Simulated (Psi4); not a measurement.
# Si3H8 (SMILES [SiH3][SiH2][SiH3]) at SVWN5/6-31G(d) (spherical functions)

What is the energy change on altering one bond length of Si3H8 at SVWN5/6-31G* (spherical functions)? 

The calculation is run with Psi4 1.11.

### Step 1. The system as given

Si3H8: 11 atoms, total charge 0, spin state singlet. SMILES: `[SiH3][SiH2][SiH3]`. Geometry: relaxed at PBE0-D4/def2-TZVP.

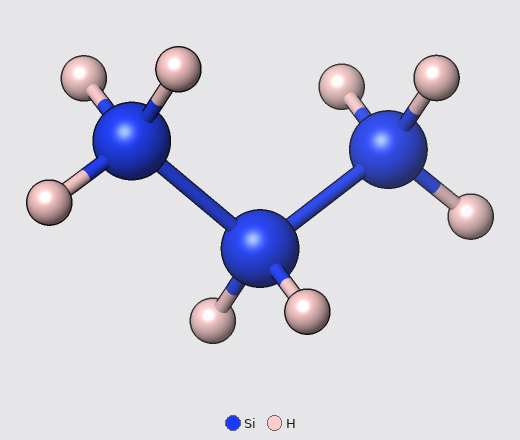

Viewed from a chosen angle; silicon blue, hydrogen pink.

### Step 2. Energy and gradient at SVWN5/6-31G(d) (spherical functions)

input.inp

```
memory 1.6 GB

molecule m {
  0 1
  Si    -1.292570     1.366730    -0.525270
  Si    -0.462570    -0.807300    -0.296320
  Si     1.631930    -0.774400     0.742750
  H     -2.625850     1.367720    -1.185120
  H     -0.354030     2.180440    -1.344070
  H     -1.422540     2.000090     0.814640
  H     -0.343400    -1.440160    -1.640160
  H     -1.410380    -1.620800     0.516390
  H      1.515950    -0.154940     2.090430
  H      2.583820     0.031780    -0.068050
  H      2.179610    -2.149160     0.894770
  symmetry c1
}

set {
  basis                6-31G*
  puream               true
  e_convergence        1e-09
  d_convergence        1e-08
  scf_type             pk
  dft_radial_points    99
  dft_spherical_points 590
}

e, wfn = gradient('scf', dft_functional={"name": "SVWN5", "x_functionals": {"LDA_X": {}}, "c_functionals": {"LDA_C_VWN": {}}}, return_wfn=True)
oeprop(wfn, 'WIBERG_LOWDIN_INDICES', 'MULLIKEN_CHARGES', 'MAYER_INDICES', title='SCF')
print_variables()
```

Started as:

```bash
$ psi4 input.inp input.out -n 1
```

input.out:

```text
[...]
  Running in c1 symmetry.
[...]
  Nuclear repulsion =  193.117837117706443
[...]
  Multiplicity = 1
[...]
  Nalpha       = 25
  Nbeta        = 25
[...]
    Number of basis functions: 70
[...]
   @RKS iter   1:  -869.49379690532419   -3.14861e-01   5.62037e-03 ADIIS/DIIS
[...]
   @RKS iter  10:  -869.64607567544545   -1.36424e-12   1.87792e-09 DIIS
[...]
  @RKS Final Energy:  -869.64607567544545
   => Energetics <=
    Nuclear Repulsion Energy =            193.1178371177064435
    One-Electron Energy =               -1593.4692870205731197
    Two-Electron Energy =                 592.7607622813291073
    DFT Exchange-Correlation Energy =     -62.0553880539078051
    Empirical Dispersion Energy =           0.0000000000000000
    VV10 Nonlocal Energy =                  0.0000000000000000
    Total Energy =                       -869.6460756754454451
[...]
 Multipole Moments:
 ------------------------------------------------------------------------------------
     Multipole            Electronic (a.u.)      Nuclear  (a.u.)        Total (a.u.)
 ------------------------------------------------------------------------------------
 L = 1.  Multiply by 2.5417464519 to convert [e a0] to [Debye]
 Dipole X            :         -0.3959085            0.3860525           -0.0098560
 Dipole Y            :         -0.6907902            0.6736078           -0.0171824
 Dipole Z            :         -0.2533241            0.2470364           -0.0062877
 Magnitude           :                                                    0.0207825
[...]
  -Total Gradient:
     Atom            X                  Y                   Z
    ------   -----------------  -----------------  -----------------
       1       -0.002816374646     0.007841750298    -0.000740132624
       2       -0.004344225980    -0.007585000011    -0.002783673907
       3        0.007480708700     0.000297572674     0.003724764219
       4        0.004520051085    -0.000333552698     0.002209035572
       5       -0.002954601225    -0.002967049919     0.002655602514
       6        0.000496880986    -0.002385197656    -0.004320947740
       7       -0.000122227835     0.002385120613     0.004307162561
       8        0.003172964457     0.002941610152    -0.002348759924
       9        0.000070355932    -0.002060421006    -0.004507556542
      10       -0.003380677486    -0.002661511849     0.002465120996
      11       -0.002122854870     0.004526685897    -0.000660596644
[...]
```

Run time: 9.9 s. Hardware: 1 thread of Intel Xeon 6975P-C (Granite Rapids), shared host; peak memory 0.55 GiB.

### Step 3. The distorted shape: a single-point energy at SVWN5/6-31G(d) (spherical functions)

h8si3.xyz

```xyz
11
H8Si3
Si    -1.417083     1.692868    -0.559616
Si    -0.462570    -0.807300    -0.296320
Si     1.631930    -0.774400     0.742750
H     -2.750363     1.693858    -1.219466
H     -0.478543     2.506578    -1.378416
H     -1.547053     2.326228     0.780294
H     -0.343400    -1.440160    -1.640160
H     -1.410380    -1.620800     0.516390
H      1.515950    -0.154940     2.090430
H      2.583820     0.031780    -0.068050
H      2.179610    -2.149160     0.894770
```

run.py

```python
import psi4

psi4.set_memory('1600 MB')
psi4.set_num_threads(1)
psi4.set_output_file('h8si3.out', False)

with open('h8si3.xyz') as f:
    atoms = ''.join(f.readlines()[2:])
molecule = psi4.geometry('0 1\n' + atoms + 'symmetry c1')

psi4.set_options({
    'basis': '6-31G*',
    'puream': True,
    'e_convergence': 1e-09,
    'd_convergence': 1e-08,
    'scf_type': 'pk',
    'dft_radial_points': 99,
    'dft_spherical_points': 590,
})

energy_value, wavefunction = psi4.energy('scf', dft_functional={"name": "SVWN5", "x_functionals": {"LDA_X": {}}, "c_functionals": {"LDA_C_VWN": {}}}, molecule=molecule, return_wfn=True)
psi4.oeprop(wavefunction, 'MULLIKEN_CHARGES', 'WIBERG_LOWDIN_INDICES', 'MAYER_INDICES')
print(f'scf energy: {energy_value:.10f} Eh')
for k, v in sorted(psi4.core.scalar_variables().items()):
    print(f'{k:45s} {v:18.10f}')
```

Started as:

```bash
$ python run.py
```

h8si3.out:

```text
[...]
  Running in c1 symmetry.
[...]
  Nuclear repulsion =  183.637830517280833
[...]
  Multiplicity = 1
[...]
  Nalpha       = 25
  Nbeta        = 25
[...]
    Number of basis functions: 70
[...]
   @RKS iter   1:  -869.49236708241233   -4.58897e-01   5.31081e-03 DIIS/ADIIS
[...]
   @RKS iter  11:  -869.62925272034443    0.00000e+00   1.44695e-09 DIIS
[...]
    Orbital Energies [Eh]
    ---------------------
    Doubly Occupied:
       1A    -65.103650     2A    -65.102640     3A    -65.091024
       4A     -5.021067     5A     -5.020559     6A     -5.012667
       7A     -3.461998     8A     -3.461571     9A     -3.461033
      10A     -3.461026    11A     -3.460631    12A     -3.460605
      13A     -3.452871    14A     -3.452691    15A     -3.452685
      16A     -0.515748    17A     -0.484023    18A     -0.444411
      19A     -0.328658    20A     -0.318956    21A     -0.311951
      22A     -0.311480    23A     -0.299648    24A     -0.271380
      25A     -0.243447
[...]
  @RKS Final Energy:  -869.62925272034443
   => Energetics <=
    Nuclear Repulsion Energy =            183.6378305172808325
    One-Electron Energy =               -1574.3957544334939485
    Two-Electron Energy =                 583.1230703249093494
    DFT Exchange-Correlation Energy =     -61.9943991290407226
    Empirical Dispersion Energy =           0.0000000000000000
    VV10 Nonlocal Energy =                  0.0000000000000000
    Total Energy =                       -869.6292527203444251
[...]
 Multipole Moments:
 ------------------------------------------------------------------------------------
     Multipole            Electronic (a.u.)      Nuclear  (a.u.)        Total (a.u.)
 ------------------------------------------------------------------------------------
 L = 1.  Multiply by 2.5417464519 to convert [e a0] to [Debye]
 Dipole X            :         -0.3613707            0.3505833           -0.0107874
 Dipole Y            :         -0.7730283            0.7665126           -0.0065157
 Dipole Z            :         -0.2431360            0.2372524           -0.0058836
 Magnitude           :                                                    0.0139082
[...]
  Mulliken Charges: (a.u.)
   Center  Symbol    Alpha    Beta     Spin     Total
       1    SI     6.99935  6.99935  0.00000  0.00131
       2    SI     7.03283  7.03283  0.00000 -0.06566
       3    SI     6.99764  6.99764  0.00000  0.00472
       4     H     0.49745  0.49745  0.00000  0.00510
       5     H     0.49716  0.49716  0.00000  0.00568
       6     H     0.49716  0.49716  0.00000  0.00567
       7     H     0.49368  0.49368  0.00000  0.01264
       8     H     0.49368  0.49368  0.00000  0.01264
       9     H     0.49675  0.49675  0.00000  0.00650
      10     H     0.49675  0.49675  0.00000  0.00649
      11     H     0.49754  0.49754  0.00000  0.00492
[...]
```

The script printed:

```text
scf energy: -869.6292527203 Eh
CURRENT ENERGY                                   -869.6292527203
CURRENT REFERENCE ENERGY                         -869.6292527203
DD SOLVATION ENERGY                                 0.0000000000
DFT FUNCTIONAL TOTAL ENERGY                      -869.6292527203
DFT TOTAL ENERGY                                 -869.6292527203
DFT VV10 ENERGY                                     0.0000000000
DFT XC ENERGY                                     -61.9943991290
GRID ELECTRONS ALPHA                               25.0000002194
GRID ELECTRONS BETA                                25.0000002194
GRID ELECTRONS TOTAL                               50.0000004388
NUCLEAR REPULSION ENERGY                          183.6378305173
ONE-ELECTRON ENERGY                             -1574.3957544335
PCM POLARIZATION ENERGY                             0.0000000000
PE ENERGY                                           0.0000000000
SCF ITERATION ENERGY                             -869.6292527203
SCF ITERATIONS                                     11.0000000000
SCF TOTAL ENERGY                                 -869.6292527203
TWO-ELECTRON ENERGY                               583.1230703249
XC GRID RADIAL POINTS                              99.0000000000
XC GRID SPHERICAL POINTS                          590.0000000000
XC GRID TOTAL POINTS                           608993.0000000000
```

Wall time 7.2 s (1 thread of Intel Xeon 6975P-C (Granite Rapids), shared host); peak memory 0.54 GiB.

### Step 4. Summary of results

At SVWN5/6-31G* (spherical functions):

| quantity | value |
| --- | --- |
| first shape: total energy | -869.64608 Eh |
| first shape: dipole moment | 0.05 D |
| first shape: HOMO energy | -6.94 eV |
| first shape: LUMO energy | -0.79 eV |
| first shape: HOMO–LUMO gap | 6.16 eV |
| first shape: largest force on an atom | 0.472 eV/Å |
| distorted shape: total energy | -869.62925 Eh |
| distorted shape: dipole moment | 0.04 D |
| distorted shape: HOMO energy | -6.62 eV |
| distorted shape: LUMO energy | -1.57 eV |
| distorted shape: HOMO–LUMO gap | 5.05 eV |
| energy change with the Si1–Si2 bond stretched from 2.338 to 2.689 Å | 0.458 eV |

**Reading.** With the Si1–Si2 bond stretched from 2.338 to 2.689 Å the energy rises by 0.46 eV (10.6 kcal/mol). The first shape isn't relaxed at this level, so the change isn't measured from a minimum. The largest force (first shape) is 0.47 eV/Å: the shape isn't a stationary point for this species at this level.
